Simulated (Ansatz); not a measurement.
```yaml
atoms:
  - { symbol: Al, position_ang: [-0.0416, 0.6193, 0.0754] }
  - { symbol: O, position_ang: [-0.8163, 0.7508, 1.8364] }
  - { symbol: Si, position_ang: [-1.1961, -0.5548, 2.9304] }
  - { symbol: H, position_ang: [-1.7689, -1.6060, 2.0681] }
  - { symbol: H, position_ang: [0.0368, -0.9633, 3.6399] }
  - { symbol: H, position_ang: [-2.1890, 0.0263, 3.8692] }
  - { symbol: Cl, position_ang: [1.1308, -1.1343, 0.3681] }
  - { symbol: Cl, position_ang: [-1.6807, 0.4040, -1.2402] }
  - { symbol: Cl, position_ang: [0.9516, 2.5014, 0.1032] }
  - { symbol: H, position_ang: [-0.6564, 1.6373, 2.2020] }
```

Level of theory: RKS B3LYP-D4/def2-SVP (Ansatz 0.2.0).

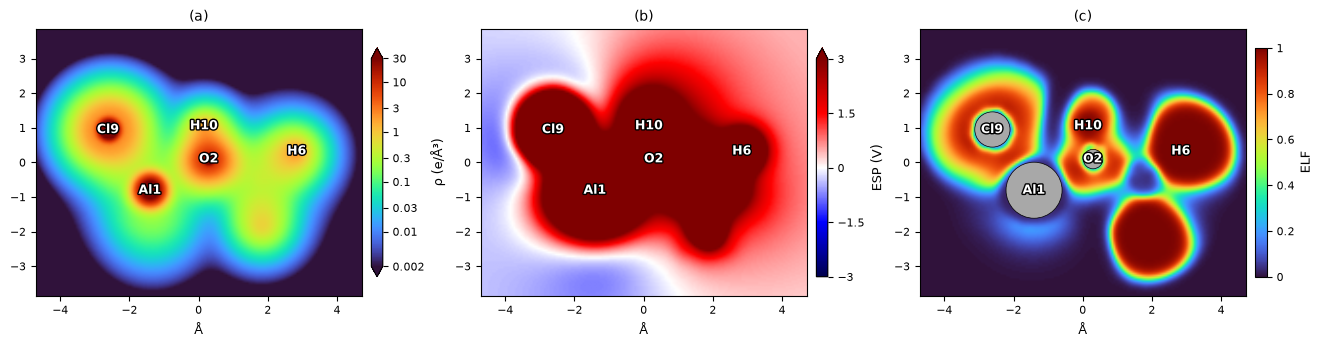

AlCl$_{3}$H$_{4}$OSi. (a) total electron density; (b) molecular electrostatic potential; (c) electron localisation function on the plane of atoms O2, Al1 and Cl9. Grey discs cover the atomic cores in the ELF map.

**What does the map show?**

The plane passes through Al, O, H and Cl nuclei. Al–O (1.93 Å): ρ is about 0.49 e/Å³ halfway; the ELF peaks at about 0.90 in the valence shell of O, 0.7 Å from its nucleus, and is about 0.45 at the midpoint. Al–Cl (2.13 Å): ρ at the midpoint is about 0.67 e/Å³; the ELF peaks at about 0.90 in the valence shell of Cl, 1.0 Å from its nucleus, and is about 0.85 at the midpoint. O–H (0.97 Å): ρ is about 3.7 e/Å³ halfway; the ELF climbs to about 1 towards the hydrogen, as it does in any bond to H (an ordinary covalent bond to hydrogen). The ELF also peaks beside Cl9, away from the bonds: lone-pair regions. Outside the dense part of the molecule the potential is most negative (−0.8 V) near Cl9.
